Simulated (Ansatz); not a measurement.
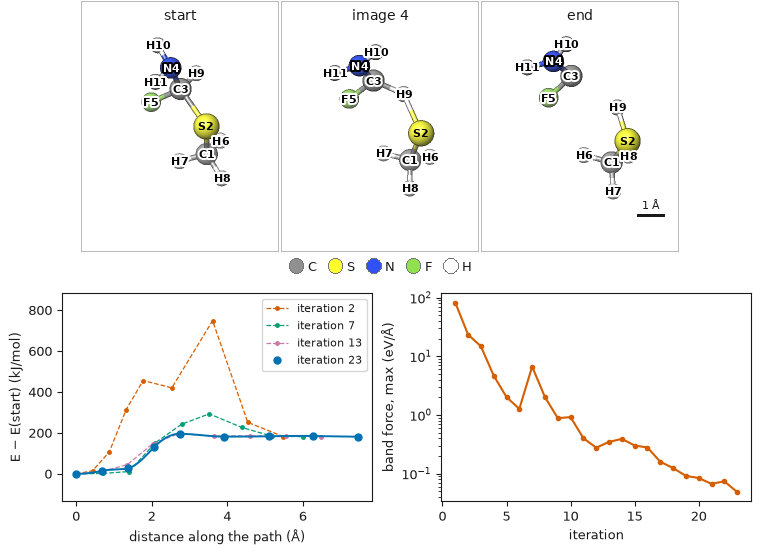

NEB run on C2H6FNS. Images are numbered from 0 (start) to 8 (end). The plot follows the band through its iterations. A ball-and-stick model, seen from a free direction.

Level of theory: RKS r2SCAN-D4/def2-SVP (Ansatz). Run with 7 movable images; climbing image; force threshold 0.05 eV/Å; iteration limit 59; starting path through a guess of the saddle point.

How did the profile develop, and is the result final?

Answer. The run is converged, with reservations. The band converged in 23 iterations. The largest component of the band force went from 83 to 0.049 eV/Å. The climbing image converged on the top of the path. Its vibrational analysis gives one imaginary mode (389i cm⁻¹), as a transition state must have. The first iteration put the highest image at 2730.6 kJ/mol. Forward barrier 196.1 kJ/mol, backward barrier 14.2 kJ/mol, with image 4 at the top; the reaction energy is +181.9 kJ/mol.

Cost: 6.7 min on 2 threads of Intel(R) Xeon(R) Platinum 8488C (Sapphire Rapids) (shared host), peak memory 0.18 GiB.
